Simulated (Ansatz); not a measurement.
**CBLiO (triplet): density, localisation and related maps**

```yaml
atoms:
  - { symbol: C, position_ang: [0.0000, 0.0000, -2.1654] }
  - { symbol: B, position_ang: [0.0000, 0.0000, -0.6801] }
  - { symbol: Li, position_ang: [0.0000, 0.0000, 2.2567] }
  - { symbol: O, position_ang: [0.0000, 0.0000, 0.5887] }
```

Geometry: r2SCAN-D4/def2-TZVP.

These are results of isolated molecule in a Gaussian basis; Kohn-Sham density functional theory, functional PBE0 in Ansatz 0.2.0, not measurements.

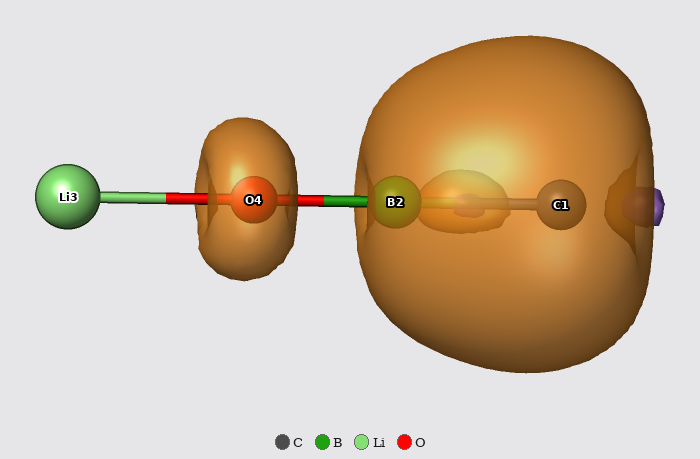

Figure 1. Isosurfaces of the spin density at +0.03 (orange) and −0.03 e/Å³ (purple), seen from one side.

Describe the spin distribution.

The unpaired spin (2 electrons) lies mostly on C1 (about 1.3), B2 (about 0.5) and O4 (about 0.1), in electrons by Hirshfeld's partition.

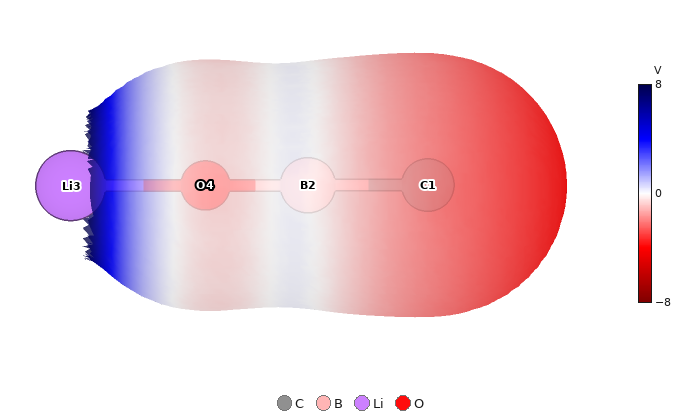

Figure 2. The electrostatic potential painted on the density surface at 0.004 e/bohr³, seen across its widest extent; red is negative and blue positive.

Describe the electrostatic potential map.

The most negative region (about −3.8 V, or −88 kcal/mol for a unit charge) lies over C1, the most positive (about +7.1 V, or +164 kcal/mol for a unit charge) over Li3.

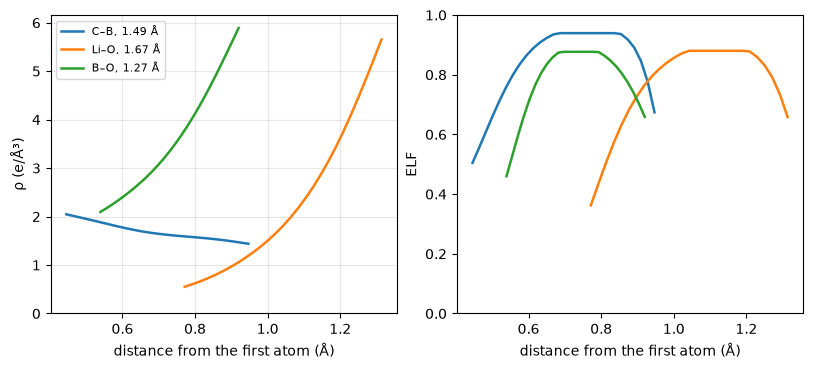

Figure 3. Total electron density and ELF along straight lines between neighbouring atoms. The curves leave out the atomic cores.

What kind of bonding do the profiles show?

C–B (1.49 Å): the density is about 1.6 e/Å³ at the midpoint; the ELF peaks at about 0.95 between the atoms (localised, covalent bonding).
Li–O (1.67 Å): ρ at the midpoint is about 0.72 e/Å³; the ELF peaks at about 0.90 in the valence shell of O, 0.6 Å from its nucleus, and falls to about 0.30 next to Li (an ionic contact with no shared pair).
B–O (1.27 Å): the density is about 2.6 e/Å³ at the midpoint; the ELF peaks at about 0.90 between the atoms (a short, strongly polar bond).

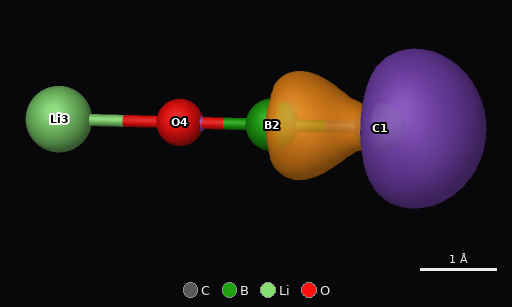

Figure 4. One frontier orbital at ±0.2 Å⁻³ᐟ² (orange and purple are the two phases), seen from one side.

Which orbital is it: HOMO (β) or LUMO (β)?

The HOMO (β), at −5.21 eV. It lies mainly on C1 (about 85 %) and B2 (about 15 %); it is of σ type.
